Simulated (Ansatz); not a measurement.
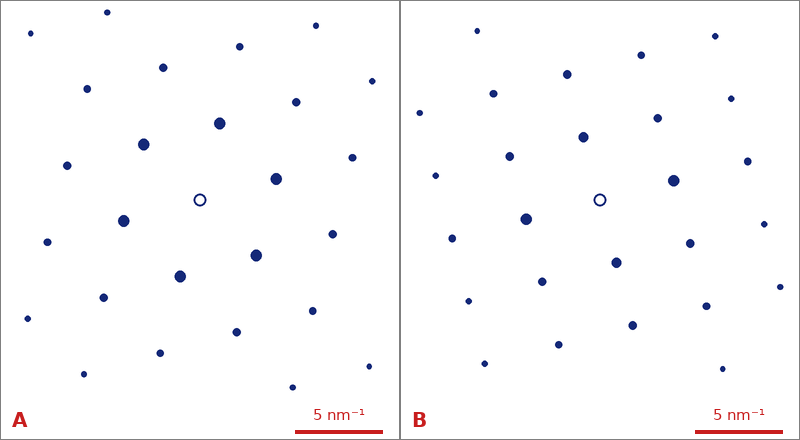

Kinematic electron diffraction patterns (300 kV, B = 0.5 Å², same scale, each along a low-index zone) of two structures of composition LiMn, each relaxed at zero pressure with DFT PBE, scalar-relativistic, plane waves, PAW (Ansatz 0.2.0). Each run keeps the magnetic state that it reached.

The structures (standard cells):
1. Pm-3m (No. 221), a = 3.109 Å, 2 atoms; generated start, possibly hypothetical
2. P4/mmm (No. 123), a = 2.683 Å, c = 4.311 Å, 2 atoms; generated start, possibly hypothetical

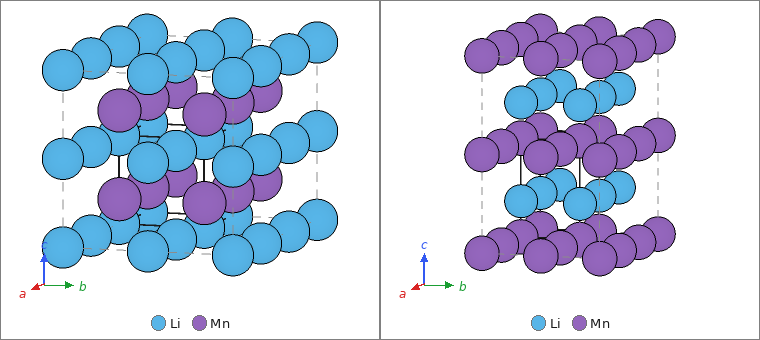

Drawings of the structures 1 to 2, from left to right (each may span several cells).

Question: Which pattern belongs to which structure, and along which zone?

Answer: A is structure 1 along [111] or an equivalent direction: hexagonal net of -1 1 0 at d = 2.20 Å and -1 0 1 at d = 2.20 Å, 60.0° apart. B is structure 2 along [101] or an equivalent direction: rectangular net of 0 1 0 at d = 2.68 Å and 1 0 -1 at d = 2.28 Å, 90.0° apart.

Question: Rank the structures by their computed energy.

Answer: Structure 2 (P4/mmm, 15.52 Å³ an atom) is the lowest of these; structure 1 (Pm-3m, 15.03 Å³ an atom) lies about 46 meV an atom higher. These are static energies at 0 K; other structures, not shown, may lie lower still.
